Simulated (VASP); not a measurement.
Band structure of SnO2 (rutile). Computed with r2SCAN meta-GGA, VASP's PBE PAW potentials (set 64) (plane waves; VASP 6.6.1).

Unless said otherwise, spin-orbit coupling is left out, though it shifts the bands of the heavy elements here.

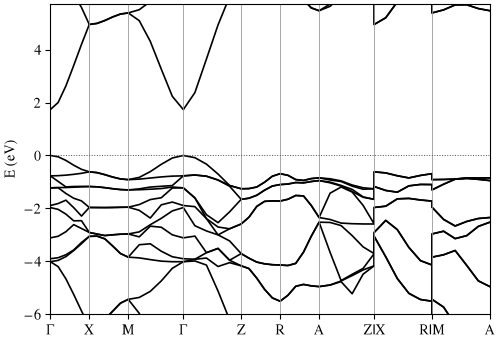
Bands along high-symmetry lines, zero at the valence-band maximum or, without a gap, the Fermi level

Read the plot: is there a gap, and where are the band edges?

The gap is direct, 1.73 eV, from the valence maximum at Γ to the conduction minimum at Γ.

The compound is SnO2 in the rutile structure. It was relaxed first.
